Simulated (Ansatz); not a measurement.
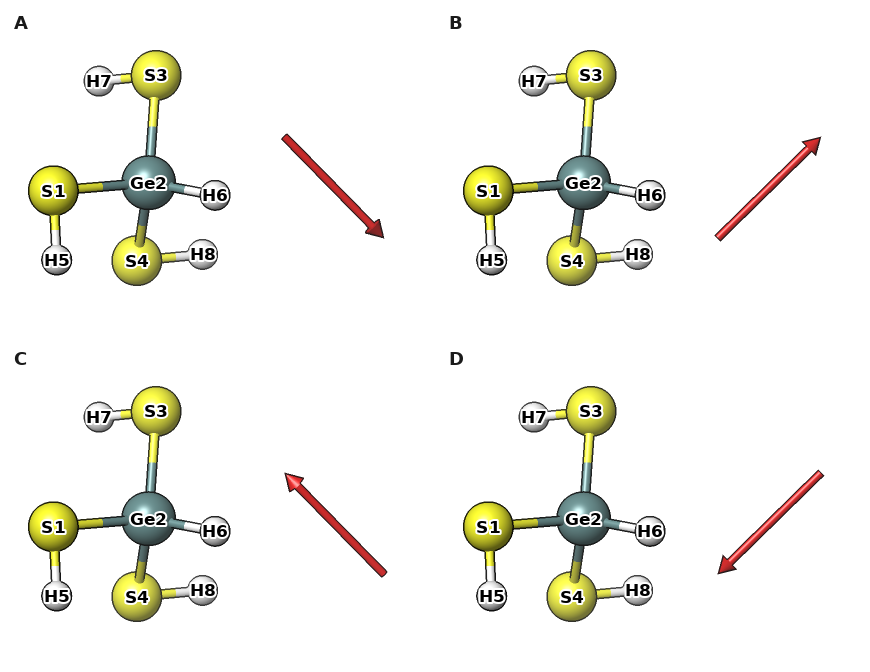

The same molecule four times, each with an arrow. Computed geometry: PBE0-D4/def2-TZVP optimisation. No frequency run is at hand to confirm it as a minimum. Properties computed with RKS r2SCAN-D4/def2-TZVPP (Ansatz 0.2.0).

Question: Which arrow points along the dipole moment, from the negative to the positive end?

Answer: A. The dipole moment is 1.18 D; it points from the side of H7 to the side of H8 (the outermost atoms at the two ends).
